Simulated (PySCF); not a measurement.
Consider HgO (charge +1, doublet).

```json
{"atom": "Hg", "x (Å)": "0.0000", "y (Å)": "0.0000", "z (Å)": "-0.1466"}
{"atom": "O", "x (Å)": "0.0000", "y (Å)": "0.0000", "z (Å)": "1.8514"}
```

⟨S²⟩ = 0.83, above the pure value of 0.75; core potentials replace the inner electrons of Hg.

These are results of PBE0/cc-pVDZ(-PP), non-relativistic Hamiltonian with scalar-relativistic core potentials where named, at a bond length of 1.998 Å (PySCF), not measurements.

> Predict the electron density, electron localisation function and spin density between the atoms.

Hg–O (2.00 Å): the density is about 0.93 e/Å³ at the midpoint, with its minimum of 0.82 e/Å³ about 1.1 Å from Hg; the ELF peaks at about 0.80 in the valence shell of O, 0.5 Å from its nucleus, and drops to about 0.25 between the two atoms.
The unpaired spin (1 electron) lies mostly on O2 (about 1.2), in electrons by Hirshfeld's partition, with opposite, polarisation-induced spin on Hg1.

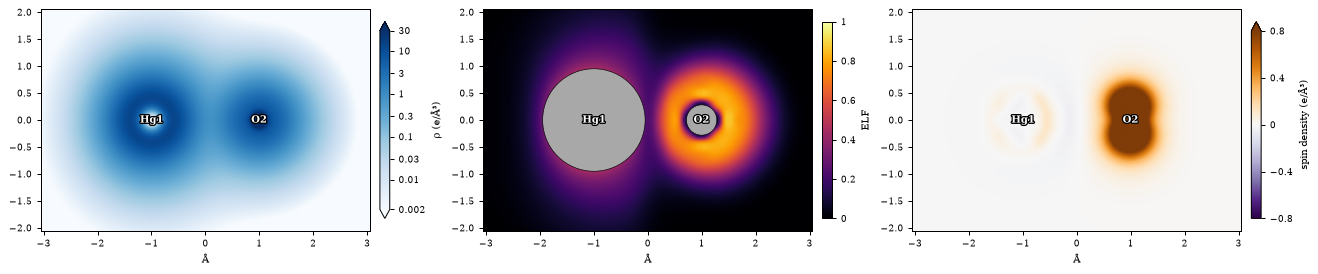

Computed electron density, electron localisation function and spin density on a plane that holds the molecular axis, in this order. Grey discs cover the atomic cores in the ELF map. 
